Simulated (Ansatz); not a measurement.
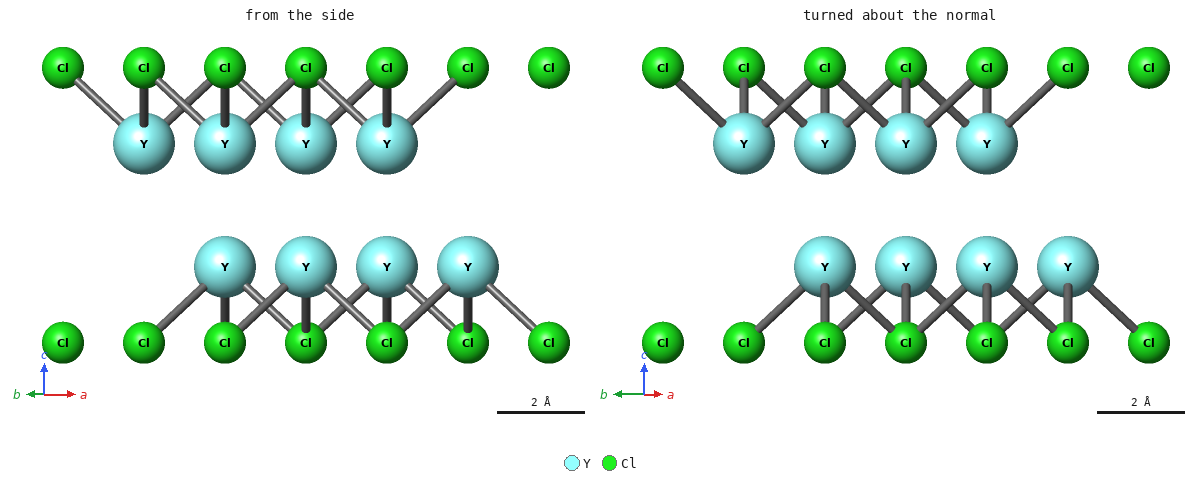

A ball-and-stick picture of a periodic slab, seen from the side and turned about the normal. The surface normal points up in side views; the vacuum is left out. 2×2 cells are drawn in the plane, with atoms at the edges repeated.

The cell holds 2 Y, 2 Cl.

Name the terminations.

Answer. The top face ends in Cl, the bottom face in Cl. The two faces are alike.

Give the thickness from the bottom atom to the top atom.

Answer. About 6 Å from the lowest to the highest atom.

What layers make up the slab, from top to bottom?

Answer. Four planes: Cl / Y / Y / Cl.

How is it built?

Answer. The coordination shell of Y holds three Cl in a trigonal pyramidal arrangement at about 2.8 Å. Each Cl has three Y in a trigonal pyramidal arrangement at about 2.8 Å. The bonds build YCl layers parallel to the surface.

Starting structure: a structure type filled with these elements by a generator (whether the compound takes this form wasn't checked). The picture shows the end point of a geometry optimisation with DFT PBE, scalar-relativistic, plane waves, PAW (Ansatz).
